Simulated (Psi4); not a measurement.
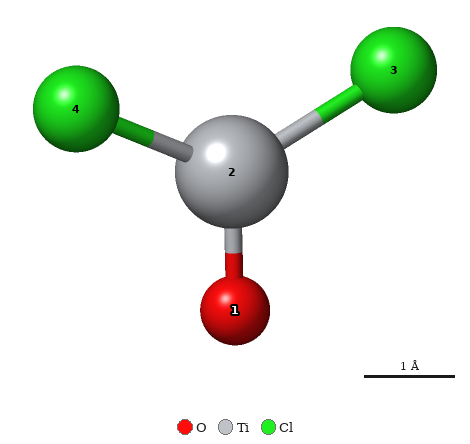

Figure 1. The structure (ball-and-stick view, seen at a tilt; atoms are numbered from 1 in the order of the input). Sticks mark near contacts. Bond lengths as drawn: Cl–Ti 2.22 Å and O–Ti 1.58 Å.

**TiCl2O: single-point calculation**

- system: TiCl2O
- method: MP2/def2-QZVPP, RHF (Psi4 1.11)

The geometry was optimised with PBE0/def2-TZVP.

Log
```
Psi4 1.11 release

   => Loading Basis Set <=

    Name: DEF2-QZVPP
    Role: ORBITAL
    Keyword: BASIS

         ---------------------------------------------------------
                                   SCF
                              RHF Reference
                        2 Threads,   3147 MiB Core
         ---------------------------------------------------------

  ==> Geometry <==

    Molecular point group: c1
    Full point group: C1

    Geometry (in Angstrom), charge = 0, multiplicity = 1:

       Center              X                  Y                   Z               Mass
    ------------   -----------------  -----------------  -----------------  -----------------
         O            0.392647886883     1.238183674332     1.379091525752    15.994914619570
         TI           0.024930886883     0.182249674332     0.261289525752    47.947941980000
         CL           1.235847886883    -1.677067325668     0.262442525752    34.968852682000
         CL          -1.449631113117     0.860822674332    -1.251515474248    34.968852682000

  Running in c1 symmetry.

  Rotational constants: A =      0.18352  B =      0.06043  C =      0.04550 [cm^-1]
  Rotational constants: A =   5501.80905  B =   1811.59349  C =   1364.20336 [MHz]
  Nuclear repulsion =  320.108888680680820

  Charge       = 0
  Multiplicity = 1
  Electrons    = 64
  Nalpha       = 32
  Nbeta        = 32

  ==> Algorithm <==

  SCF Algorithm Type is DF.
  DIIS enabled.
  MOM disabled.
  Fractional occupation disabled.
  Guess Type is SAD.
  Energy threshold   = 1.00e-08
  Density threshold  = 1.00e-08
  Integral threshold = 1.00e-12

  ==> Primary Basis <==

  Basis Set: DEF2-QZVPP
    Blend: DEF2-QZVPP
    Number of shells: 88
    Number of basis functions: 290
    Number of Cartesian functions: 363
    Spherical Harmonics?: true
    Max angular momentum: 4

   => Loading Basis Set <=

    Name: (DEF2-QZVPP AUX)
    Role: JKFIT
    Keyword: DF_BASIS_SCF

  ==> Integral Setup <==

  DFHelper Memory: AOs need 0.376 GiB; user supplied 2.305 GiB.
  SCF_SUBTYPE=INCORE selected. In-core MEM_DF algorithm will be used.
  Using in-core AOs.

  ==> MemDFJK: Density-Fitted J/K Matrices <==

    J tasked:                   Yes
    K tasked:                   Yes
    wK tasked:                   No
    Memory [MiB]:              2360
    Algorithm:                 Core
    Schwarz Cutoff:           1E-12
    Mask sparsity (%):       7.0083
    Fitting Condition:        1E-10

   => Auxiliary Basis Set <=

  Basis Set: (DEF2-QZVPP AUX)
    Blend: DEF2-UNIVERSAL-JKFIT
    Number of shells: 159
    Number of basis functions: 597
    Number of Cartesian functions: 780
    Spherical Harmonics?: true
    Max angular momentum: 6

  Minimum eigenvalue in the overlap matrix is 1.6371456797E-04.
  Reciprocal condition number of the overlap matrix is 2.6683336771E-05.
    Using symmetric orthogonalization.

  ==> Pre-Iterations <==

  SCF Guess: Superposition of Atomic Densities via on-the-fly atomic UHF (no occupation information).

   -------------------------
    Irrep   Nso     Nmo
   -------------------------
     A        290     290
   -------------------------
    Total     290     290
   -------------------------

  ==> Iterations <==

                           Total Energy        Delta E     RMS |[F,P]|

   @DF-RHF iter SAD: -1841.10071571803974   -1.84110e+03   0.00000e+00
   @DF-RHF iter   1: -1842.09785638240646   -9.97141e-01   3.53492e-03 DIIS/ADIIS
   @DF-RHF iter   2: -1840.42699626849412    1.67086e+00   8.83477e-03 DIIS/ADIIS
   @DF-RHF iter   3: -1842.51892668949154   -2.09193e+00   5.82888e-04 DIIS/ADIIS
   @DF-RHF iter   4: -1842.52653979607749   -7.61311e-03   1.43892e-04 DIIS/ADIIS
   @DF-RHF iter   5: -1842.52742580177323   -8.86006e-04   4.42943e-05 DIIS
   @DF-RHF iter   6: -1842.52758194690023   -1.56145e-04   2.18876e-05 DIIS
   @DF-RHF iter   7: -1842.52764244969603   -6.05028e-05   1.18033e-05 DIIS
   @DF-RHF iter   8: -1842.52767846739766   -3.60177e-05   5.33303e-06 DIIS
   @DF-RHF iter   9: -1842.52768732516938   -8.85777e-06   1.98644e-06 DIIS
   @DF-RHF iter  10: -1842.52768822579128   -9.00622e-07   7.76723e-07 DIIS
   @DF-RHF iter  11: -1842.52768837760755   -1.51816e-07   4.23763e-07 DIIS
   @DF-RHF iter  12: -1842.52768843185481   -5.42473e-08   1.84655e-07 DIIS
   @DF-RHF iter  13: -1842.52768844243383   -1.05790e-08   9.72539e-08 DIIS
   @DF-RHF iter  14: -1842.52768844448406   -2.05023e-09   2.27679e-08 DIIS
   @DF-RHF iter  15: -1842.52768844459388   -1.09821e-10   7.30388e-09 DIIS
  Energy and wave function converged.

  ==> Post-Iterations <==

    Orbital Energies [Eh]
    ---------------------

    Doubly Occupied:

       1A   -183.481271     2A   -104.835700     3A   -104.835700
       4A    -21.664522     5A    -20.592307     6A    -18.032064
       7A    -18.030931     8A    -18.028379     9A    -10.562851
      10A    -10.562850    11A     -8.029314    12A     -8.029314
      13A     -8.028807    14A     -8.028807    15A     -8.028630
      16A     -8.028630    17A     -3.068345    18A     -2.012916
      19A     -1.982839    20A     -1.981386    21A     -1.239452
      22A     -1.088740    23A     -1.081088    24A     -0.564587
      25A     -0.562549    26A     -0.544870    27A     -0.540381
      28A     -0.507295    29A     -0.489942    30A     -0.485955
      31A     -0.483873    32A     -0.468045

    Virtual:

      33A     -0.016692    34A      0.033164    35A      0.035895
      36A      0.052288    37A      0.056190    38A      0.058548
      39A      0.065642    40A      0.087639    41A      0.114279
      42A      0.130941    43A      0.134835    44A      0.137899
      45A      0.143524    46A      0.162061    47A      0.163512
      48A      0.181802    49A      0.202700    50A      0.216646
      51A      0.278699    52A      0.291201    53A      0.306693
      54A      0.330663    55A      0.336711    56A      0.339592
      57A      0.353918    58A      0.385956    59A      0.408724
      60A      0.411552    61A      0.434072    62A      0.449141
      63A      0.455465    64A      0.463246    65A      0.472665
      66A      0.494827    67A      0.502280    68A      0.518160
      69A      0.538453    70A      0.554488    71A      0.562033
      72A      0.580254    73A      0.608322    74A      0.614390
      75A      0.618589    76A      0.630263    77A      0.733167
      78A      0.737772    79A      0.755769    80A      0.798806
      81A      0.815286    82A      0.838619    83A      0.878180
      84A      0.901693    85A      0.939243    86A      0.950410
      87A      1.047093    88A      1.101593    89A      1.109511
      90A      1.143566    91A      1.179655    92A      1.221004
      93A      1.230893    94A      1.232613    95A      1.245506
      96A      1.264622    97A      1.287305    98A      1.333240
      99A      1.346170   100A      1.347074   101A      1.364699
     102A      1.395831   103A      1.407910   104A      1.411659
     105A      1.423768   106A      1.424569   107A      1.428987
     108A      1.442115   109A      1.454337   110A      1.478713
     111A      1.487353   112A      1.492012   113A      1.507025
     114A      1.517802   115A      1.551397   116A      1.561277
     117A      1.566234   118A      1.590085   119A      1.598214
     120A      1.646289   121A      1.654247   122A      1.665692
     123A      1.679777   124A      1.711622   125A      1.716283
     126A      1.741125   127A      1.747046   128A      1.799674
     129A      1.856366   130A      1.857207   131A      1.871354
     132A      1.913917   133A      1.953435   134A      1.963774
     135A      2.008946   136A      2.023858   137A      2.036659
     138A      2.075011   139A      2.100889   140A      2.110514
     141A      2.182607   142A      2.301211   143A      2.303202
     144A      2.358967   145A      2.383822   146A      2.497518
     147A      2.513160   148A      2.521696   149A      2.563411
     150A      2.590585   151A      2.767831   152A      2.852187
     153A      2.947021   154A      3.521520   155A      3.576710
     156A      3.579547   157A      3.594202   158A      3.609813
     159A      3.618755   160A      3.622631   161A      3.628758
     162A      3.681459   163A      3.694907   164A      3.702944
     165A      3.716940   166A      3.727001   167A      3.743305
     168A      3.799275   169A      3.816708   170A      3.844262
     171A      3.869268   172A      3.918356   173A      3.924044
     174A      3.936079   175A      3.945631   176A      3.946209
     177A      3.946434   178A      3.946734   179A      3.949697
     180A      3.969342   181A      3.975847   182A      4.004422
     183A      4.005167   184A      4.015478   185A      4.019413
     186A      4.055318   187A      4.091163   188A      4.094129
     189A      4.117462   190A      4.140433   191A      4.198251
     192A      4.269308   193A      4.272355   194A      4.301618
     195A      4.321568   196A      4.330044   197A      4.338675
     198A      4.346675   199A      4.352468   200A      4.357495
     201A      4.383897   202A      4.408386   203A      4.436076
     204A      4.442493   205A      4.486631   206A      4.492438
     207A      4.520212   208A      4.571539   209A      4.603408
     210A      4.624697   211A      4.645340   212A      4.658725
     213A      4.707112   214A      4.737093   215A      4.759339
     216A      4.781203   217A      4.787611   218A      4.885067
     219A      4.920922   220A      4.937601   221A      4.949915
     222A      5.000629   223A      5.087199   224A      5.188632
     225A      5.329551   226A      5.331228   227A      5.417988
     228A      5.606532   229A      5.731872   230A      5.866220
     231A      6.320488   232A      6.407506   233A      6.421868
     234A      6.506945   235A      6.657650   236A      6.793543
     237A      6.821895   238A      7.022779   239A      8.265230
     240A      8.954981   241A      9.046997   242A      9.356445
     243A      9.357075   244A      9.358560   245A      9.363043
     246A      9.472577   247A      9.480579   248A      9.705276
     249A      9.791212   250A      9.825944   251A     11.289963
     252A     11.305213   253A     11.309205   254A     11.312052
     255A     11.385172   256A     11.391043   257A     11.409909
     258A     11.472203   259A     11.523388   260A     11.548380
     261A     11.570273   262A     11.594821   263A     11.707495
     264A     11.780355   265A     12.103045   266A     12.160750
     267A     12.189461   268A     12.715538   269A     12.749617
     270A     12.964085   271A     13.033875   272A     13.210236
     273A     14.139249   274A     24.959641   275A     29.666411
     276A     29.737323   277A     43.287844   278A     43.289885
     279A     43.290340   280A     43.294903   281A     43.332827
     282A     43.349052   283A     48.969958   284A     82.717093
     285A    100.096253   286A    100.160716   287A    256.067414
     288A    519.275761   289A    530.241164   290A    530.348781

    Final Occupation by Irrep:
              A
    DOCC [    32 ]
    NA   [    32 ]
    NB   [    32 ]

  @DF-RHF Final Energy: -1842.52768844459388

   => Energetics <=

    Nuclear Repulsion Energy =            320.1088886806808205
    One-Electron Energy =               -3173.4684671856748537
    Two-Electron Energy =                1010.8318900604000419
    Total Energy =                      -1842.5276884445938776

Computation Completed

Properties will be evaluated at   0.000000,   0.000000,   0.000000 [a0]

Properties computed using the SCF density matrix

 Multipole Moments:

 ------------------------------------------------------------------------------------
     Multipole            Electronic (a.u.)      Nuclear  (a.u.)        Total (a.u.)
 ------------------------------------------------------------------------------------

 L = 1.  Multiply by 2.5417464519 to convert [e a0] to [Debye]
 Dipole X            :         -0.3547984            0.1045921           -0.2502063
 Dipole Y            :         -0.4314584            0.0733273           -0.3581310
 Dipole Z            :         -0.0938869           -0.0626224           -0.1565093
 Magnitude           :                                                    0.4640648

 ------------------------------------------------------------------------------------

	total time  =         12 seconds =       0.20 minutes

  //>>>>>>>>>>>>>>>>>>>>>>>>>>>>>>>>>>>//
  //               DFMP2               //
  //<<<<<<<<<<<<<<<<<<<<<<<<<<<<<<<<<<<//

   => Loading Basis Set <=

    Name: (DEF2-QZVPP AUX)
    Role: RIFIT
    Keyword: DF_BASIS_MP2

	 --------------------------------------------------------
	                          DF-MP2
	      2nd-Order Density-Fitted Moller-Plesset Theory
	              RMP2 Wavefunction,   2 Threads

	 --------------------------------------------------------

   => Auxiliary Basis Set <=

  Basis Set: (DEF2-QZVPP AUX)
    Blend: DEF2-QZVPP-RI
    Number of shells: 176
    Number of basis functions: 784
    Number of Cartesian functions: 1101
    Spherical Harmonics?: true
    Max angular momentum: 6

	 --------------------------------------------------------
	                 NBF =   290, NAUX =   784
	 --------------------------------------------------------
	   CLASS    FOCC     OCC    AOCC    AVIR     VIR    FVIR
	   PAIRS      16      32      16     258     258       0
	 --------------------------------------------------------

	-----------------------------------------------------------
	 ==================> DF-MP2 Energies <====================
	-----------------------------------------------------------
	 Reference Energy          =   -1842.5276884445938776 [Eh]
	 Singles Energy            =      -0.0000000000000000 [Eh]
	 Same-Spin Energy          =      -0.3197714898003539 [Eh]
	 Opposite-Spin Energy      =      -0.8407232266473497 [Eh]
	 Correlation Energy        =      -1.1604947164477035 [Eh]
	 Total Energy              =   -1843.6881831610414793 [Eh]
	-----------------------------------------------------------
	 ================> DF-SCS-MP2 Energies <==================
	-----------------------------------------------------------
	 SCS Same-Spin Scale       =       0.3333333333333333 [-]
	 SCS Opposite-Spin Scale   =       1.2000000000000000 [-]
	 SCS Same-Spin Energy      =      -0.1065904966001179 [Eh]
	 SCS Opposite-Spin Energy  =      -1.0088678719768196 [Eh]
	 SCS Correlation Energy    =      -1.1154583685769375 [Eh]
	 SCS Total Energy          =   -1843.6431468131709153 [Eh]
	-----------------------------------------------------------

	total time  =          5 seconds =       0.08 minutes

    Psi4 run time: 0:00:16.81
```

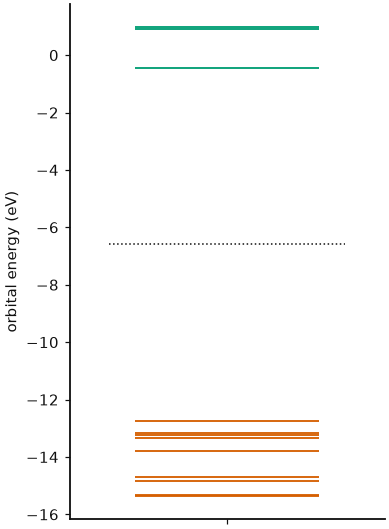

Figure 2. Orbital energies near the frontier (SCF reference); the dotted line parts filled from empty levels, and levels within 0.02 eV of each other stand side by side. Highest filled −12.74 eV, lowest empty −0.45 eV, 12.29 eV apart.

The run was set up as follows.

Input (input.in)
```
memory 3300 MB

molecule system {
  0 1
  O      0.273576     1.055487     1.260398
  Ti    -0.094141    -0.000447     0.142596
  Cl     1.116776    -1.859764     0.143749
  Cl    -1.568703     0.678126    -1.370209
  units angstrom
  symmetry c1
}

set globals {
  basis           def2-QZVPP
  scf_type        df
  num_frozen_docc 16
}

e_tot, wfn = energy('mp2', return_wfn=True)
```

Launched with:
```bash
psi4 -n 2 input.in input.out
```

Summary

| quantity | value |
| --- | --- |
| outcome | converged |
| total energy | −1843.688183 hartree |
| SCF energy | −1842.527688 hartree |
| MP2 energy | −1843.688183 hartree |
| correlation energy | −1.160495 hartree |
| basis functions | 290 |
| HOMO of the SCF reference | −12.74 eV |
| LUMO of the SCF reference | −0.45 eV |
| hardware | 2 threads of Intel Xeon @ 2.50GHz (Skylake/Cascade Lake), 189 GiB of memory available, shared host |
| wall time | 19 s (CPU time 36 s) |
| peak memory | 0.87 GiB |
